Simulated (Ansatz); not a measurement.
# CH9NOSi2: the cost of one run

Computed with the Python package of Ansatz 0.2.0. Level of theory: B97/cc-pVDZ.

### Step 1. The system

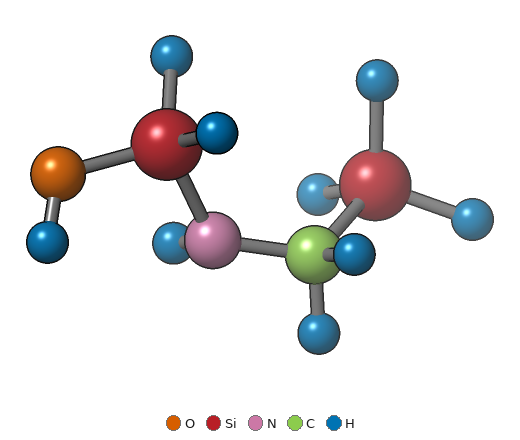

The starting structure, viewed from a chosen angle; oxygen orange, silicon red, nitrogen pink, carbon green, hydrogen blue.

Input file input.yaml:

```yaml
crystal:
  periodic: [false, false, false]
  atoms:
    - { symbol: O, position_ang: [-0.64, 2.3009, 1.9169] }
    - { symbol: Si, position_ang: [0.0051, 0.895, 1.5436] }
    - { symbol: "N", position_ang: [-0.6898, 0.5361, 0.0168] }
    - { symbol: C, position_ang: [-0.5785, -0.7543, -0.6619] }
    - { symbol: Si, position_ang: [0.9796, -1.2494, -1.4784] }
    - { symbol: H, position_ang: [-1.6487, 2.3758, 1.7745] }
    - { symbol: H, position_ang: [1.4952, 1.0327, 1.3943] }
    - { symbol: H, position_ang: [-0.3725, -0.1181, 2.5022] }
    - { symbol: H, position_ang: [-0.3867, 1.2893, -0.5771] }
    - { symbol: H, position_ang: [-1.4086, -0.7195, -1.4251] }
    - { symbol: H, position_ang: [-0.9851, -1.5582, 0.0478] }
    - { symbol: H, position_ang: [2.0484, -1.4264, -0.4106] }
    - { symbol: H, position_ang: [1.368, -0.139, -2.4041] }
    - { symbol: H, position_ang: [0.8006, -2.4942, -2.2101] }
basis:
  gaussian: { orbitals: cc-pVDZ }
hamiltonian:
  xc: { name: B97 }
```

### Step 2. The script

The input, deck_ch9nosi2.py:

```python
import ansatz as az


def main() -> None:
    session = az.Session.from_deck("input.yaml")
    summary = session.plan(threads=1).execute().report

    print("reference energy %16.6f eV" % summary["reference_energy_ev"])
    print("total energy     %16.6f eV" % summary["free_energy_ev"])
    print("occupied orbitals outside the frozen core (up, down):", summary["n_occupied"], " frozen:", summary["n_frozen"], " virtual:", summary["n_virtual"])
    symbols = ["O", "Si", "N", "C", "Si", "H", "H", "H", "H", "H", "H", "H", "H", "H"]
    field = summary["mean_field"]
    print("<S^2> =", round(abs(field["state"]["spin_squared"]), 4), " all-electron relativity setting:", field["relativity"])
    print("passes:", field["passes"])
    if "symmetry" in field:
        print("occupied orbitals by irrep:", field["symmetry"]["occupied"])


if __name__ == "__main__":
    main()
```

### Step 3. The run

The run is started by

```sh
$ python deck_ch9nosi2.py
```

What time and memory should one allow on 1 thread of Intel Xeon 6975P-C (Granite Rapids), shared host?

About 6.9 s, with a peak of 0.37 GiB.
